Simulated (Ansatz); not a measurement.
**GeSiH5Cl (SMILES Cl[SiH2][GeH3]): B2PLYP/cc-pVDZ**

What is the vertical ionisation energy of GeSiH5Cl at B2PLYP/cc-pVDZ? 

The results are computed with Ansatz 0.2.0.

62 further runs of the same task are left out: 62 set aside as unsound or not needed.

### 1 The structure to begin with

GeSiH5Cl has 8 atoms, charge 0, and is taken as a singlet. As SMILES, `Cl[SiH2][GeH3]`. Geometry: relaxed at PBE0-D4/def2-TZVP.

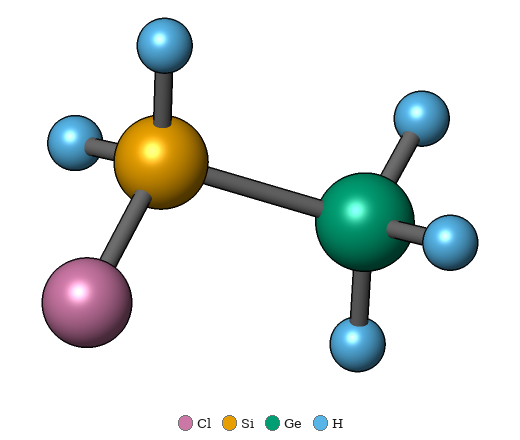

Viewed from a chosen angle; chlorine pink, silicon amber, germanium teal, hydrogen blue.

### 2 The energy at B2PLYP/cc-pVDZ

in.yaml

```yaml
crystal:
  periodic: [false, false, false]
  atoms:
    - {symbol: Cl, position_ang: [-2.290300, 1.217200, -0.310600]}
    - {symbol: Si, position_ang: [-0.414100, 0.602600, -0.906900]}
    - {symbol: Ge, position_ang: [0.581500, -0.662200, 0.842700]}
    - {symbol: H, position_ang: [-0.573600, -0.206400, -2.140800]}
    - {symbol: H, position_ang: [0.380700, 1.815700, -1.222200]}
    - {symbol: H, position_ang: [0.711200, 0.201700, 2.106100]}
    - {symbol: H, position_ang: [1.981500, -1.135500, 0.415600]}
    - {symbol: H, position_ang: [-0.284600, -1.890300, 1.160200]}
basis:
  gaussian:
    orbitals: cc-pVDZ
hamiltonian:
  xc: {name: B2PLYP}
correlation:
  frozen_orbitals: {Cl: 5, Ge: 9, H: 0, Si: 5}
accuracy: high
output: {orbitals: {seedname: orbitals}}
```

On the command line:

```bash
ansatz run in.yaml --threads 1 --pin off --max-ram 3480MiB --events-out events.jsonl --progress --plain --runs-dir runs
```

What it wrote:

```text
Warning: RAYON_NUM_THREADS=1 ignored (pool sized by the plan → 1); use --threads N
Functional definition: B2PLYP
  name "B2PLYP"
  parameter a = 0.53
  parameter c = 0.27
  exchange = (1 - a)*b88_x + a*exact_x
  correlation = (1 - c)*lyp_c + c*(mp2_os + mp2_ss)
2044 factors; integrals over basis functions are off by at most 4.4e-9 eV
mean field evaluation 1: about -76977.4774 eV, gradient 1.0e1 eV
mean field evaluation 2: about -76977.6831 eV, gradient 1.0e1 eV
mean field evaluation 4: about -76978.0294 eV, gradient 1.2e0 eV
mean field evaluation 8: about -76978.0353 eV, gradient 5.5e-3 eV
mean field evaluation 16: about -76978.0353 eV, gradient 1.5e-6 eV
mean field -76978.03534053 eV, -2828.8906211783 hartree, gradient 5.3e-8 eV, S^2 0.000000; 0 other end points of the search recorded, 0 dependent functions left out
19 core orbitals not correlated: weight in the atoms' cores, before any rotation towards them, 1.000 or more for the frozen orbitals, at most 0.000 for the correlated occupied ones
reference -76978.03536841 eV, -2828.8906222027 hartree; 15, 15 occupied and 54, 54 virtual orbitals, 2044 factors
second order -12.00591661 eV of doubles, -0.00000000 eV of singles
Total energy: -76981.27696590 eV, -2829.0097487131 hartree
```

It took 18 s on 1 thread of Arm Neoverse V1, shared host; peak memory 0.35 GiB.

### 3 The doublet cation at the same level

run.yaml

```yaml
crystal:
  periodic: [false, false, false]
  atoms:
    - symbol: Cl
      position_ang: [-2.290300, 1.217200, -0.310600]
    - symbol: Si
      position_ang: [-0.414100, 0.602600, -0.906900]
    - symbol: Ge
      position_ang: [0.581500, -0.662200, 0.842700]
    - symbol: H
      position_ang: [-0.573600, -0.206400, -2.140800]
    - symbol: H
      position_ang: [0.380700, 1.815700, -1.222200]
    - symbol: H
      position_ang: [0.711200, 0.201700, 2.106100]
    - symbol: H
      position_ang: [1.981500, -1.135500, 0.415600]
    - symbol: H
      position_ang: [-0.284600, -1.890300, 1.160200]
basis:
  gaussian: {orbitals: cc-pVDZ}
total_charge: 1
magnetization: {spin_polarized: true, initial_magnetization: 1}
hamiltonian: {xc: {name: B2PLYP}}
correlation: {frozen_orbitals: {Cl: 5, Ge: 9, H: 0, Si: 5}}
accuracy: high
output: {orbitals: {seedname: orbitals}}
```

On the command line:

```bash
ansatz run run.yaml --threads 1 --pin off --max-ram 3480MiB --events-out events.jsonl --progress --plain --runs-dir runs
```

What it wrote (excerpt; [...] marks lines left out):

```text
Warning: RAYON_NUM_THREADS=1 ignored (pool sized by the plan → 1); use --threads N
[... 2 set-up lines as earlier in the session ...]
[...]
2042 factors; integrals over basis functions are off by at most 4.4e-9 eV
[...]
mean field -76967.96626403 eV, -2828.5205894418 hartree, gradient 6.7e-8 eV, S^2 0.758370; 2 other end points of the search recorded, 0 dependent functions left out
19 core orbitals not correlated: weight in the atoms' cores, before any rotation towards them, 1.000 or more for the frozen orbitals, at most 0.000 for the correlated occupied ones
reference -76967.96629221 eV, -2828.5205904776 hartree; 15, 14 occupied and 54, 55 virtual orbitals, 2042 factors
second order -11.84594128 eV of doubles, -0.00000000 eV of singles
Total energy: -76971.16469636 eV, -2828.6381296620 hartree
```

Run time: 26 s. Hardware: 1 thread of Arm Neoverse V1, shared host; peak memory 0.53 GiB.

### 4 Summary of results

Level: B2PLYP/cc-pVDZ, 19 core orbitals frozen.

```
                                                                quantity           value
                                          singlet GeSiH5Cl: total energy  -2829.00975 Eh
                     singlet GeSiH5Cl: HOMO energy (SCF part's orbitals)        -9.07 eV
                     singlet GeSiH5Cl: LUMO energy (SCF part's orbitals)         1.04 eV
                   singlet GeSiH5Cl: HOMO–LUMO gap (SCF part's orbitals)        10.11 eV
                                            doublet cation: total energy  -2828.63813 Eh
doublet cation: HOMO energy (SCF part's orbitals) (highest over α and β)       -15.69 eV
 doublet cation: LUMO energy (SCF part's orbitals) (lowest over α and β)       -11.06 eV
                                                    doublet cation: ⟨S²⟩           0.758
                      vertical ionisation energy (to the doublet cation)       10.112 eV
```

The vertical ionisation energy comes to 10.11 eV (976 kJ/mol). −ε(HOMO) before ionisation, 9.07 eV, is 1.04 eV below this ionisation energy.
